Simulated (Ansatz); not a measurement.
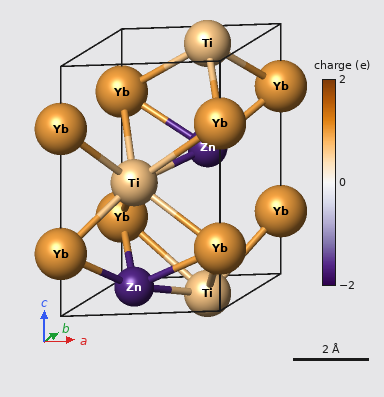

We look at a ball-and-stick model of the crystal slightly off an axis. The outline marks the simulation cell. The atoms of this YbTiZn cell are coloured by their Bader charge.

The numbers come from DFT, PAW plane waves, PBE, spin-orbit in Ansatz, using a cutoff energy of 420 eV, a 6×6×3 mesh of k-points, Methfessel-Paxton smearing of 0.022 eV, spinor wavefunctions.

> What charges do the elements carry?

Most positive: Yb; most negative: Zn. Charges: about Yb +1.0 e; Ti +0.6 e; Zn -1.6 e.

About the cell: it is a generated cell, made by putting these elements into a known structure type (the compound may or may not exist in this form), and it is unrelaxed. A calculation with Ansatz used it as input.

At this level of theory the cell isn't at rest (compressed, at 10 GPa and forces up to 0.8 eV/Å), so its distances can differ from those at equilibrium, the more so the softer the solid.
